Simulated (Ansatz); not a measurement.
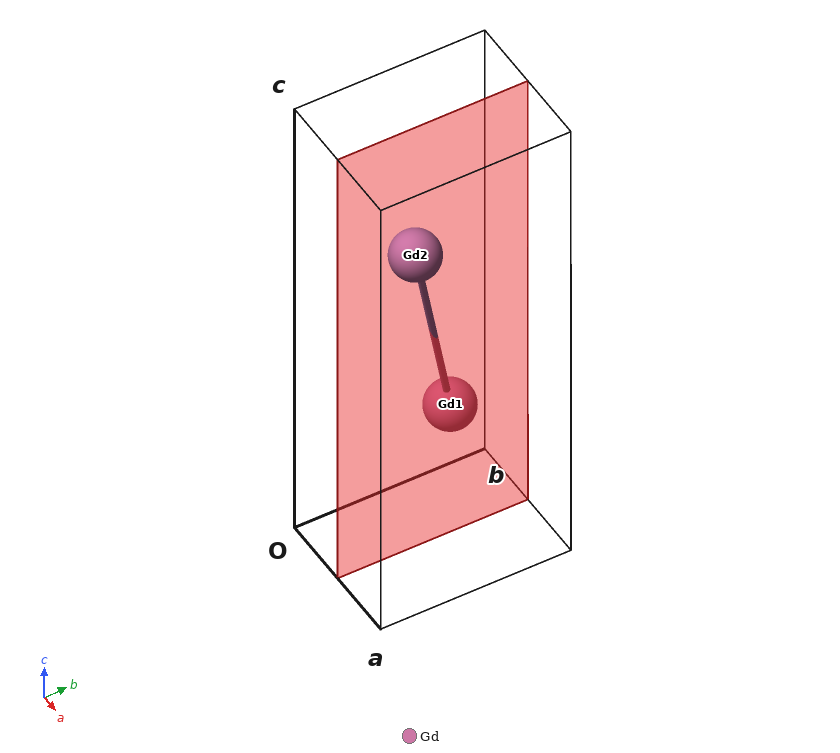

The shaded plane is a symmetry element of the crystal. Crystal: Gd, the input geometry of an electronic-structure calculation (not necessarily at equilibrium). The drawing is computed from the coordinates (standard cell, symmetry found to 0.002 Å).

a = 3.629 Å, b = 3.629 Å, c = 5.796 Å, α = 90.00°, β = 90.00°, γ = 120.00°.

| atom | x | y | z |
| --- | --- | --- | --- |
| Gd1 | 0.3333 | 0.6667 | 0.2500 |
| Gd2 | 0.6667 | 0.3333 | 0.7500 |

> Is it a mirror or a glide plane, and what is the operation?

It is a glide plane with glide vector (0, 1/2, 1/2), parallel to (1 0 0), through (1/2, 1/2, 1/2): x, y, z → −x+1, −x+y+1, z+1/2.

> Onto which atom does it carry each atom (up to whole multiples of a, b and c)?

Gd1 → Gd2, Gd2 → Gd1.

> What is the crystal's space group?

P6₃/mmc (No. 194).
